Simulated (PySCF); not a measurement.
Consider C₆H₁₀BNO.

```xyz
19

C     3.2993   -0.8092    1.6717
O     2.0249   -0.5624    1.1467
B     1.7962    0.1711    0.0485
C     0.3334    0.3577   -0.4088
C    -0.1240    1.0524   -1.5637
C    -1.4854    0.9784   -1.5896
N    -1.9011    0.2729   -0.4996
C    -3.2624   -0.0503   -0.1807
C    -0.8136   -0.1053    0.2086
H     3.4723   -1.8889    1.6917
H     4.0851   -0.3312    1.0785
H     3.3410   -0.4282    2.6960
H     2.6927    0.6619   -0.5536
H     0.4994    1.5465   -2.2827
H    -2.1924    1.3737   -2.2936
H    -3.9333    0.6488   -0.6792
H    -3.5118   -1.0650   -0.5062
H    -3.4205    0.0150    0.8966
H    -0.9096   -0.6750    1.1121
```

Geometry: GFN2-xTB.

The calculation used PySCF, PBE0/pcSseg-1, SCF density, gas phase, non-relativistic.

Question: What will maps of the electron density and electron localisation function show?

Answer: B–O (1.34 Å): ρ is about 2.2 e/Å³ halfway; the ELF peaks at about 0.90 between the atoms (a polar covalent bond).
C–N (1.35 Å): ρ is about 2.3 e/Å³ halfway; the ELF peaks at about 0.90 between the atoms (localised, covalent bonding).
C–C (1.36 Å): ρ is about 2.2 e/Å³ halfway; the ELF peaks at about 0.95 between the atoms (localised, covalent bonding).
C–O (1.40 Å): ρ at the midpoint is about 2.1 e/Å³, with its minimum of 1.8 e/Å³ about 0.5 Å from C; the ELF peaks at about 0.90 between the atoms: a polar covalent bond.

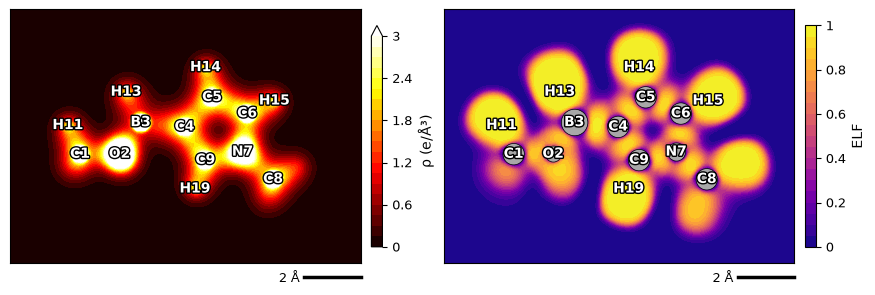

Computed electron density and electron localisation function on the plane of atoms B3, C4 and C9, in this order. Grey discs cover the atomic cores in the ELF map. 
